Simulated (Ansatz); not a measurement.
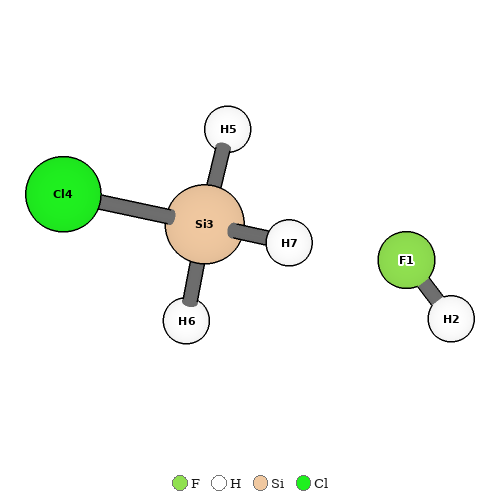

The system is the pair FH···ClH₃Si; the picture shows the reference structure. The turn is about an axis along (0.99, −0.11, −0.00) in the frame of the relaxed pair, normal to the line between the partners. The first coordinate is: distance Si3···F1; the second: turn of F1, H2 about Si3. The scan uses a 15 × 15 grid. Points are written as (first, second). All energies are given in kJ/mol relative to the two partners far apart, frozen as in the relaxed pair, each in its own basis (no counterpoise correction). These are results of RKS PBE-D4/def2-SVPD (Ansatz), not measurements.

Its coordinates:

```yaml
atoms:
  - { symbol: F, position_ang: [-0.0131, -0.0455, -2.1839] }
  - { symbol: H, position_ang: [-0.0847, -0.8049, -2.7218] }
  - { symbol: Si, position_ang: [0.0176, 0.1568, 0.8258] }
  - { symbol: Cl, position_ang: [0.0454, 0.3702, 2.9204] }
  - { symbol: H, position_ang: [0.1463, 1.5238, 0.2352] }
  - { symbol: H, position_ang: [-1.2863, -0.4829, 0.4659] }
  - { symbol: H, position_ang: [1.1749, -0.7176, 0.4582] }
```

Range: distance Si3···F1 from 2.534 to 4.534 Å; turn of F1, H2 about Si3 from −60.0 to 60.0°.

Question: What will the energy surface look like?

Answer: The lowest grid point is at (3.007 Å, 0.0°), −11.1 kJ/mol from the two partners far apart, frozen as in the relaxed pair, each in its own basis (no counterpoise correction). It is the only kind of minimum in the scanned range. The highest grid point, (2.534 Å, 60.0°), lies 280.1 kJ/mol above the lowest. Round the minimum the two coordinates are weakly coupled (coupling 0.08 in units of the two stiffnesses).

| turn of F1, H2 about Si3 ↓, distance Si3···F1 → | 2.534 | 2.584 | 2.665 | 2.765 | 2.880 | 3.007 | 3.145 | 3.292 | 3.448 | 3.611 | 3.783 | 3.961 | 4.146 | 4.337 | 4.534 |
| --- | --- | --- | --- | --- | --- | --- | --- | --- | --- | --- | --- | --- | --- | --- | --- |
| 60.0 | 269.0 | 229.2 | 175.8 | 125.3 | 83.3 | 51.7 | 29.4 | 14.8 | 5.9 | 0.9 | −1.7 | −2.8 | −3.1 | −2.9 | −2.5 |
| 51.4 | 201.0 | 171.5 | 131.5 | 93.5 | 61.7 | 37.6 | 20.8 | 9.8 | 3.1 | −0.5 | −2.4 | −3.1 | −3.1 | −2.9 | −2.4 |
| 42.9 | 129.2 | 109.7 | 83.4 | 58.3 | 37.5 | 21.8 | 10.9 | 3.9 | −0.2 | −2.4 | −3.3 | −3.5 | −3.3 | −2.9 | −2.4 |
| 34.3 | 71.4 | 59.7 | 44.1 | 29.3 | 17.3 | 8.4 | 2.3 | −1.4 | −3.4 | −4.2 | −4.3 | −4.0 | −3.5 | −2.9 | −2.4 |
| 25.7 | 32.6 | 26.1 | 17.4 | 9.5 | 3.2 | −1.2 | −4.0 | −5.4 | −5.9 | −5.7 | −5.2 | −4.5 | −3.8 | −3.1 | −2.5 |
| 17.1 | 10.1 | 6.4 | 1.7 | −2.4 | −5.3 | −7.1 | −8.0 | −8.1 | −7.6 | −6.9 | −5.9 | −5.0 | −4.0 | −3.3 | −2.6 |
| 8.6 | −0.8 | −3.1 | −5.9 | −8.2 | −9.6 | −10.2 | −10.2 | −9.6 | −8.8 | −7.7 | −6.5 | −5.3 | −4.3 | −3.4 | −2.7 |
| 0.0 | −3.6 | −5.6 | −7.9 | −9.7 | −10.8 | −11.1 | −10.9 | −10.2 | −9.2 | −8.0 | −6.8 | −5.5 | −4.4 | −3.6 | −2.8 |
| −8.6 | −0.8 | −3.1 | −5.9 | −8.2 | −9.7 | −10.4 | −10.4 | −9.9 | −9.1 | −7.9 | −6.7 | −5.6 | −4.5 | −3.6 | −2.9 |
| −17.1 | 5.9 | 2.7 | −1.2 | −4.6 | −7.0 | −8.4 | −9.0 | −9.0 | −8.4 | −7.5 | −6.5 | −5.4 | −4.5 | −3.6 | −2.9 |
| −25.7 | 14.8 | 10.5 | 5.1 | 0.2 | −3.5 | −5.9 | −7.2 | −7.7 | −7.6 | −7.0 | −6.2 | −5.3 | −4.4 | −3.6 | −2.9 |
| −34.3 | 24.4 | 18.9 | 11.8 | 5.3 | 0.2 | −3.3 | −5.5 | −6.5 | −6.8 | −6.5 | −5.9 | −5.1 | −4.3 | −3.5 | −2.9 |
| −42.9 | 32.9 | 26.3 | 17.6 | 9.7 | 3.4 | −1.1 | −4.0 | −5.6 | −6.2 | −6.1 | −5.6 | −4.9 | −4.2 | −3.5 | −2.8 |
| −51.4 | 38.6 | 31.2 | 21.5 | 12.6 | 5.4 | 0.3 | −3.1 | −5.0 | −5.8 | −5.9 | −5.5 | −4.8 | −4.1 | −3.4 | −2.8 |
| −60.0 | 40.1 | 32.5 | 22.5 | 13.3 | 5.9 | 0.6 | −2.8 | −4.8 | −5.7 | −5.8 | −5.4 | −4.8 | −4.1 | −3.4 | −2.8 |

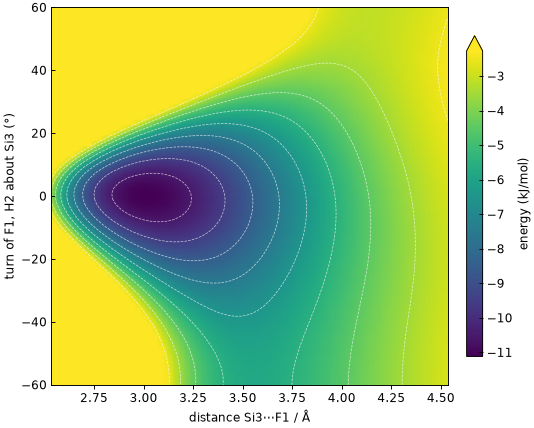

In the figure: a smooth colour map with a few white contour lines, one colour for all values above the top of the scale. Between grid points the surface is interpolated.

Each point was launched as `ansatz run input.yaml --threads 1 --pin off --max-ram 2560MiB --backend cpu --events-out ev --progress --plain --runs-dir out`. Time for the 225 points that were run: 10 min on 1 thread of Intel(R) Xeon(R) 6975P-C (Granite Rapids) (shared host).
